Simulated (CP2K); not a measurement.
# A workflow on InF (SMILES [F][In])

Wanted: a series of 8 runs (BLYP/DZVP-MOLOPT-SR-GTH, UBLYP/DZVP-MOLOPT-SR-GTH) of FIn. The setting varied is the cutoff. 

The calculation is run with CP2K 2026.2.

8 further runs of the same task are left out: 2 that didn't finish, 6 set aside as unsound or not needed.

## (1) The molecule

The species is InF (2 atoms), meant as a singlet with charge 0. SMILES: `[F][In]`. Geometry: a GFN2-xTB relaxation, a rough one for these elements and not checked as a minimum.

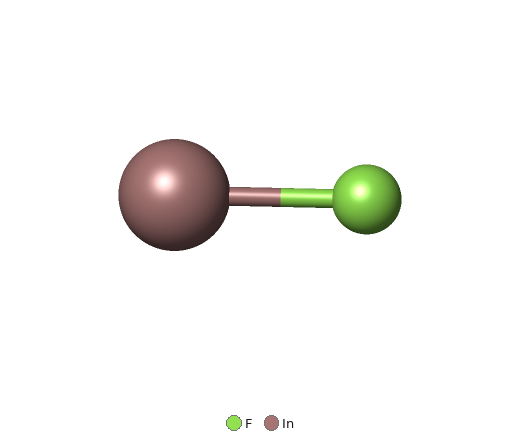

The structure, seen from a chosen angle (fluorine green, indium brown).

## (2) Energy and gradient at BLYP/DZVP-MOLOPT-SR-GTH (core potential) (run 1)

gas.inp reads:

```
&GLOBAL
  PROJECT gas
  RUN_TYPE ENERGY_FORCE
  PRINT_LEVEL MEDIUM
&END GLOBAL
&FORCE_EVAL
  METHOD QS
  &DFT
    BASIS_SET_FILE_NAME BASIS_MOLOPT
    POTENTIAL_FILE_NAME GTH_POTENTIALS
    &QS
      METHOD GPW
      EPS_DEFAULT 1.0E-10
    &END QS
    &MGRID
      CUTOFF 350
      REL_CUTOFF 50
      NGRIDS 4
    &END MGRID
    &POISSON
      PERIODIC NONE
      POISSON_SOLVER MULTIPOLE
    &END POISSON
    &SCF
      SCF_GUESS ATOMIC
      EPS_SCF 1.0E-06
      MAX_SCF 80
      ADDED_MOS 3
      &DIAGONALIZATION
        ALGORITHM STANDARD
      &END DIAGONALIZATION
      &MIXING
        METHOD PULAY_MIXING
        ALPHA 0.4
        NBUFFER 4
      &END MIXING
    &END SCF
    &XC
      &XC_FUNCTIONAL BLYP
      &END XC_FUNCTIONAL
    &END XC
    &PRINT
      &MOMENTS
        PERIODIC F
        REFERENCE COM
        MAX_MOMENT 1
      &END MOMENTS
      &MO ON
        ENERGIES T
        OCCUPATION_NUMBERS T
        NDIGITS 6
        &EACH
          QS_SCF 0
        &END EACH
        ADD_LAST NUMERIC
      &END MO
      &HIRSHFELD OFF
      &END HIRSHFELD
    &END PRINT
  &END DFT
  &SUBSYS
    &CELL
      ABC 7 7 9
      PERIODIC NONE
    &END CELL
    &COORD
      UNIT bohr
      F      0.0000000     0.0000000     0.0000000
      In     0.0000000     0.0000000     3.8276214
    &END COORD
    &TOPOLOGY
      &CENTER_COORDINATES
      &END CENTER_COORDINATES
    &END TOPOLOGY
    &KIND F
      BASIS_SET DZVP-MOLOPT-SR-GTH-q7
      POTENTIAL GTH-BLYP-q7
    &END KIND
    &KIND In
      BASIS_SET DZVP-MOLOPT-SR-GTH-q13
      POTENTIAL GTH-BLYP-q13
    &END KIND
  &END SUBSYS
  &PRINT
    &FORCES ON
    &END FORCES
  &END PRINT
&END FORCE_EVAL
```

Launch:

```
$ OMP_NUM_THREADS=2 cp2k.psmp -i gas.inp > gas.out 2>&1
```

The program printed, shortened:

```text
CP2K| version string:                                       CP2K version 2026.2
[...]
 GLOBAL| Method name                                                        CP2K
[...]
 GLOBAL| Run type                                                   ENERGY_FORCE
[...]
 DFT| Spin restricted Kohn-Sham (RKS) calculation                            RKS
 DFT| Multiplicity                                                             1
[...]
 DFT| Charge                                                                   0
[...]
 FUNCTIONAL| BECKE88:
 FUNCTIONAL| LYP:
 QS| Method:                                                                 GPW
[...]
 QS| Density cutoff [a.u.]:                                                175.0
[...]
 QS| Relative density cutoff [a.u.]:                                        25.0
[...]
                             - Atoms:                                          2
[...]
                             - Spherical basis functions:                     38
[...]
 Number of electrons:                                                         20
[...]
     1 NoMix/Diag. 0.40E+00    0.2     0.31786067       -80.2448756502 -8.02E+01
[...]
    16 Pulay/Diag. 0.40E+00    0.2     0.00000099       -80.3851950814  3.12E-05
  *** SCF run converged in    16 steps ***
[...]
  Overlap energy of the core charge distribution:               0.00000000050460
  Self energy of the core charge distribution:               -154.59106563713507
  Core Hamiltonian energy:                                     46.31599201215751
  Hartree energy:                                              39.89311352329228
  Exchange-correlation energy:                                -12.00323498021335
  Total energy:                                               -80.38519508139403
[...]
                     Mulliken Population Analysis
 #  Atom  Element  Kind  Atomic population                           Net charge
       1     F        1          7.469990                             -0.469990
       2     In       2         12.530010                              0.469990
 # Total charge                             20.000000                  0.000000
[...]
  Dipole moment [Debye]
    X= -0.1360481E-09 Y= -0.1359843E-09 Z=  0.3450212E+01  Total=      3.4502116
  Decoupling Energy:                                               0.0011509545
 ENERGY| Total FORCE_EVAL ( QS ) energy [hartree]            -80.385196113356542
 FORCES| Atomic forces [hartree/bohr]
 FORCES|   Atom     x               y               z               |f|
 FORCES|      1 -4.79670646E-10 -4.79683095E-10 -9.06065735E-02   9.06065735E-02
 FORCES|      2 -2.95449915E-10 -2.95453687E-10  8.12158907E-03   8.12158907E-03
 FORCES| Sum    -7.75120561E-10 -7.75136782E-10 -8.24849844E-02
 FORCES| Total atomic force                                       8.24849844E-02
[...]
```

It took 4.8 s on 2 threads of AMD EPYC 9R45 (Zen 5), shared host; peak memory 0.56 GiB.

## (3) The doublet cation: energy and gradient at UBLYP/DZVP-MOLOPT-SR-GTH (core potential) (run 2)

mol.inp reads:

```
&FORCE_EVAL
    METHOD Quickstep
    &DFT
        BASIS_SET_FILE_NAME BASIS_MOLOPT
        POTENTIAL_FILE_NAME GTH_POTENTIALS
        CHARGE 1
        MULTIPLICITY 2
        UKS T
        ! Quickstep
        &QS
            METHOD GPW
            EPS_DEFAULT 1.0E-10
        &END
        &MGRID
            CUTOFF 350
            REL_CUTOFF 50
            NGRIDS 4
        &END
        &POISSON
            PERIODIC NONE
            POISSON_SOLVER MULTIPOLE
        &END
        ! SCF settings
        &SCF
            SCF_GUESS ATOMIC
            EPS_SCF 1.0E-06
            MAX_SCF 50
            &OT ON
                MINIMIZER DIIS
                PRECONDITIONER FULL_ALL
            &END
            &OUTER_SCF
                EPS_SCF 1.0E-06
                MAX_SCF 10
            &END
        &END
        &XC
            &XC_FUNCTIONAL BLYP
            &END
        &END
        &PRINT
            &MOMENTS
                PERIODIC F
                REFERENCE COM
                MAX_MOMENT 1
            &END
            &MO_CUBES
                NLUMO 3
                NHOMO -1
                WRITE_CUBE F
            &END
            &HIRSHFELD OFF
            &END
        &END
    &END
    &SUBSYS
        ! box in angstrom
        &CELL
            ABC [angstrom] 7 7 9
            PERIODIC NONE
        &END
        &COORD
            UNIT bohr
            F      0.0000000     0.0000000     0.0000000
            In     0.0000000     0.0000000     3.8276214
        &END
        &TOPOLOGY
            &CENTER_COORDINATES
            &END
        &END
        &KIND F
            BASIS_SET DZVP-MOLOPT-SR-GTH-q7
            POTENTIAL GTH-BLYP-q7
        &END
        &KIND In
            BASIS_SET DZVP-MOLOPT-SR-GTH-q13
            POTENTIAL GTH-BLYP-q13
        &END
    &END
    ! extra output
    &PRINT
        &FORCES ON
        &END
    &END
&END
&GLOBAL
    PROJECT mol
    RUN_TYPE ENERGY_FORCE
    PRINT_LEVEL MEDIUM
&END
```

Launch:

```
$ OMP_NUM_THREADS=2 cp2k.psmp mol.inp > mol.out
```

The program printed, shortened:

```text
CP2K| version string:                                       CP2K version 2026.2
[...]
 GLOBAL| Method name                                                        CP2K
[...]
 GLOBAL| Run type                                                   ENERGY_FORCE
[...]
 DFT| Spin unrestricted (spin-polarized) Kohn-Sham calculation               UKS
 DFT| Multiplicity                                                             2
[...]
 DFT| Charge                                                                   1
[...]
 FUNCTIONAL| BECKE88:
 FUNCTIONAL| LYP:
 QS| Method:                                                                 GPW
[...]
 QS| Density cutoff [a.u.]:                                                175.0
[...]
 QS| Relative density cutoff [a.u.]:                                        25.0
[...]
                             - Atoms:                                          2
[...]
                             - Spherical basis functions:                     38
[...]
 Number of electrons:                                                         10
[...]
     1 OT DIIS     0.15E+00    0.3     0.18761456       -77.9293334483 -7.79E+01
[...]
    32 OT DIIS     0.15E+00    0.2     0.00000099       -80.0198381370 -7.34E-10
  *** SCF run converged in    32 steps ***
[...]
  Overlap energy of the core charge distribution:               0.00000000050460
  Self energy of the core charge distribution:               -154.59106563713507
  Core Hamiltonian energy:                                     45.97638178583004
  Hartree energy:                                              40.29165292197084
  Exchange-correlation energy:                                -11.69680720820424
  Total energy:                                               -80.01983813703384
[...]
  Dipole moment [Debye]
    X= -0.4423446E-04 Y=  0.1704471E-04 Z=  0.3433885E+01  Total=      3.4338855
[...]
 HOMO - LUMO gap [eV] :    1.554461
[...]
 ENERGY| Total FORCE_EVAL ( QS ) energy [hartree]            -80.019838137490055
 FORCES| Atomic forces [hartree/bohr]
 FORCES|   Atom     x               y               z               |f|
 FORCES|      1 -1.09904069E-05  2.20709813E-06 -4.87506239E-02   4.87506252E-02
 FORCES|      2  7.23659716E-07  4.90709361E-08 -9.60816891E-03   9.60816894E-03
 FORCES| Sum    -1.02667471E-05  2.25616907E-06 -5.83587928E-02
 FORCES| Total atomic force                                       5.83587938E-02
[...]
```

Run time: 11 s. Hardware: 2 threads of AMD EPYC 9R45 (Zen 5), shared host; peak memory 0.53 GiB.

Runs 3 to 7 aren't shown in full; the table further down has their settings and results.

## (4) The doublet cation: energy and gradient at UBLYP/DZVP-MOLOPT-SR-GTH (core potential) (run 8)

molecule.inp reads:

```
&FORCE_EVAL
   METHOD Quickstep
   &DFT
      BASIS_SET_FILE_NAME BASIS_MOLOPT
      POTENTIAL_FILE_NAME GTH_POTENTIALS
      CHARGE 1
      MULTIPLICITY 2
      UKS T
      &QS
         METHOD GPW
         EPS_DEFAULT 1.0E-10
      &END QS
      &MGRID
         CUTOFF 800
         REL_CUTOFF 50
         NGRIDS 4
      &END MGRID
      &POISSON
         PERIODIC NONE
         POISSON_SOLVER MULTIPOLE
      &END POISSON
      &SCF
         SCF_GUESS ATOMIC
         EPS_SCF 1.0E-06
         MAX_SCF 50
         &OT ON
            MINIMIZER DIIS
            PRECONDITIONER FULL_ALL
         &END OT
         &OUTER_SCF
            EPS_SCF 1.0E-06
            MAX_SCF 10
         &END OUTER_SCF
      &END SCF
      &XC
         &XC_FUNCTIONAL BLYP
         &END XC_FUNCTIONAL
      &END XC
      # extra output
      &PRINT
         &MOMENTS
            PERIODIC F
            REFERENCE COM
            MAX_MOMENT 1
         &END MOMENTS
         &MO_CUBES
            NLUMO 3
            NHOMO -1
            WRITE_CUBE F
         &END MO_CUBES
         &HIRSHFELD OFF
         &END HIRSHFELD
      &END PRINT
   &END DFT
   # atoms, cell and kinds
   &SUBSYS
      &CELL
         ABC [angstrom] 7 7 9
         PERIODIC NONE
      &END CELL
      &COORD
         UNIT bohr
         F      0.0000000     0.0000000     0.0000000
         In     0.0000000     0.0000000     3.8276214
      &END COORD
      &TOPOLOGY
         &CENTER_COORDINATES
         &END CENTER_COORDINATES
      &END TOPOLOGY
      &KIND F
         BASIS_SET DZVP-MOLOPT-SR-GTH-q7
         POTENTIAL GTH-BLYP-q7
      &END KIND
      &KIND In
         BASIS_SET DZVP-MOLOPT-SR-GTH-q13
         POTENTIAL GTH-BLYP-q13
      &END KIND
   &END SUBSYS
   # extra output
   &PRINT
      &FORCES ON
      &END FORCES
   &END PRINT
&END FORCE_EVAL
&GLOBAL
   PROJECT_NAME molecule
   RUN_TYPE ENERGY_FORCE
   PRINT_LEVEL MEDIUM
&END GLOBAL
```

Launch:

```
$ OMP_NUM_THREADS=2 cp2k.psmp molecule.inp > molecule.out
```

The program printed, shortened:

```text
CP2K| version string:                                       CP2K version 2026.2
[...]
 GLOBAL| Method name                                                        CP2K
[...]
 GLOBAL| Run type                                                   ENERGY_FORCE
[...]
 DFT| Spin unrestricted (spin-polarized) Kohn-Sham calculation               UKS
 DFT| Multiplicity                                                             2
[...]
 DFT| Charge                                                                   1
[...]
 FUNCTIONAL| BECKE88:
 FUNCTIONAL| LYP:
 QS| Method:                                                                 GPW
[...]
 QS| Density cutoff [a.u.]:                                                400.0
[...]
 QS| Relative density cutoff [a.u.]:                                        25.0
[...]
                             - Atoms:                                          2
[...]
                             - Spherical basis functions:                     38
[...]
 Number of electrons:                                                         10
[...]
     1 OT DIIS     0.15E+00    1.2     0.18741042       -77.9378487476 -7.79E+01
[...]
    34 OT DIIS     0.15E+00    1.3     0.00000080       -80.0283727935 -4.76E-10
  *** SCF run converged in    34 steps ***
[...]
  Overlap energy of the core charge distribution:               0.00000000050460
  Self energy of the core charge distribution:               -154.59106563713507
  Core Hamiltonian energy:                                     46.03371727984644
  Hartree energy:                                              40.24273909753741
  Exchange-correlation energy:                                -11.71376353424352
  Total energy:                                               -80.02837279349016
[...]
  Dipole moment [Debye]
    X= -0.2864035E-04 Y=  0.7887796E-05 Z=  0.3370220E+01  Total=      3.3702200
[...]
 HOMO - LUMO gap [eV] :    1.590089
[...]
 ENERGY| Total FORCE_EVAL ( QS ) energy [hartree]            -80.028372793734562
 FORCES| Atomic forces [hartree/bohr]
 FORCES|   Atom     x               y               z               |f|
 FORCES|      1  5.93379270E-04 -3.65786563E-04  5.30709583E-03   5.35267830E-03
 FORCES|      2  6.90307170E-07 -5.22052797E-08 -7.20620755E-03   7.20620759E-03
 FORCES| Sum     5.94069578E-04 -3.65838768E-04 -1.89911172E-03
 FORCES| Total atomic force                                       2.02321081E-03
[...]
```

It took 48 s on 2 threads of AMD EPYC 9R45 (Zen 5), shared host; peak memory 1.3 GiB.

## (5) All runs side by side

```csv
run,level,cutoff,iteration cap,partner,energy (Eh),HOMO energy (eV),LUMO energy (eV),wall time
1,BLYP/DZVP-MOLOPT-SR-GTH (core potential),350,80,base,-80.385196,-6.25,-2.11,4.8 s
2,UBLYP/DZVP-MOLOPT-SR-GTH (core potential),350,50,cation,-80.019838,-14.78,-13.66,11 s
3,BLYP/DZVP-MOLOPT-SR-GTH (core potential),450,80,base,-80.391085,-6.21,-2.11,6 s
4,UBLYP/DZVP-MOLOPT-SR-GTH (core potential),450,50,cation,-80.026970,-14.74,-13.62,19 s
5,BLYP/DZVP-MOLOPT-SR-GTH (core potential),600,80,base,-80.391714,-6.20,-2.11,12 s
6,UBLYP/DZVP-MOLOPT-SR-GTH (core potential),600,50,cation,-80.028043,-14.73,-13.61,34 s
7,BLYP/DZVP-MOLOPT-SR-GTH (core potential),800,80,base,-80.392155,-6.20,-2.11,14 s
8,UBLYP/DZVP-MOLOPT-SR-GTH (core potential),800,50,cation,-80.028373,-14.73,-13.62,48 s
```

Convergence of the total energy of singlet InF with the cutoff, against the last point:

```csv
cutoff,from the last (mEh),wall time
350 Ry,+6.959,4.8 s
450 Ry,+1.070,6 s
600 Ry,+0.441,12 s
800 Ry,+0.000,14 s
```

Convergence of the dipole moment of singlet InF with the cutoff, against the last point:

```csv
cutoff,from the last (D),wall time
350 Ry,+0.0368,4.8 s
450 Ry,+0.0070,6 s
600 Ry,+0.0002,12 s
800 Ry,+0.0000,14 s
```

## (6) What came out

```
                                                              quantity         value
                                   doublet cation, run 8: total energy  -80.02837 Eh
             doublet cation, run 8: HOMO energy (highest over α and β)     -14.73 eV
              doublet cation, run 8: LUMO energy (lowest over α and β)     -13.62 eV
                                           doublet cation, run 8: ⟨S²⟩         0.754
vertical ionisation energy (to the doublet cation) (run 1, cutoff 350)      9.942 eV
vertical ionisation energy (to the doublet cation) (run 3, cutoff 450)      9.908 eV
vertical ionisation energy (to the doublet cation) (run 5, cutoff 600)      9.896 eV
vertical ionisation energy (to the doublet cation) (run 7, cutoff 800)      9.899 eV
```

**Reading.** For the total energy of singlet InF to stay within 5 mEh of the last point, 450 Ry is the first point of the series from which all later ones do (6 s against 14 s). For the total energy of singlet InF to stay within 1 mEh of the last point, 600 Ry is the first point of the series from which all later ones do (12 s against 14 s). For the dipole moment of singlet InF to stay within 0.02 D of the last point, 450 Ry is the first point of the series from which all later ones do (6 s against 14 s). For the dipole moment of singlet InF to stay within 0.005 D of the last point, 600 Ry is the first point of the series from which all later ones do (12 s against 14 s). All runs together took 2.5 min, the longest 48 s.
